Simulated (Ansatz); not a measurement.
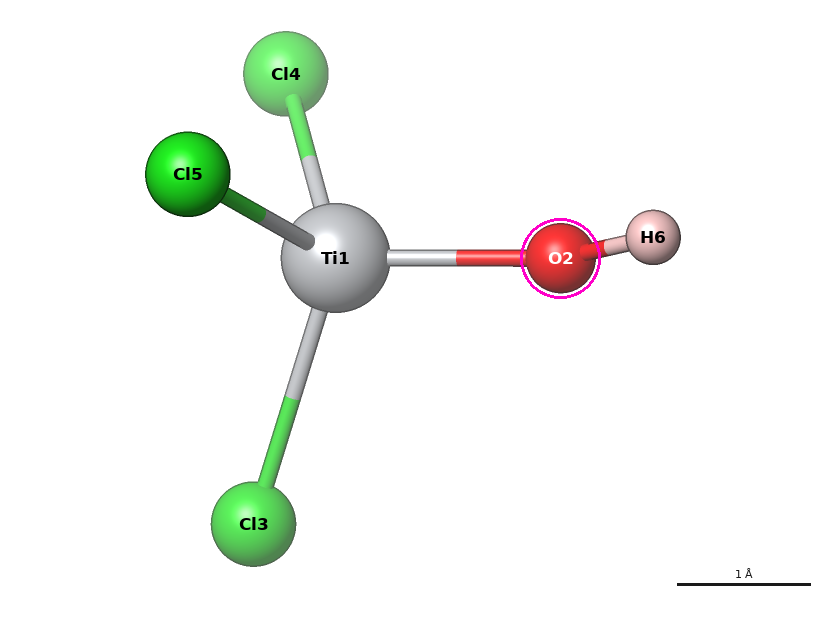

Orthographic view. Depth is shown by fading: the farther an atom, the more it takes the colour of the background. Charge 0, singlet. The computed geometry is a stationary point of PBE0-D4/def2-TZVP, a saddle point of order 1.

### Name the neighbours of the circled atom.

The circled atom is O2; it is bonded to Ti1, H6.

### Which atom is farthest from the viewer?

Cl4, 1.8 Å behind the mean position.

### Of O2 and H6, which is nearer the viewer?

H6; the bond to O2 points away from the viewer, so it looks shorter than its 0.96 Å.

### Which atom is nearest the viewer?

Cl5, 1.6 Å in front of the mean position.
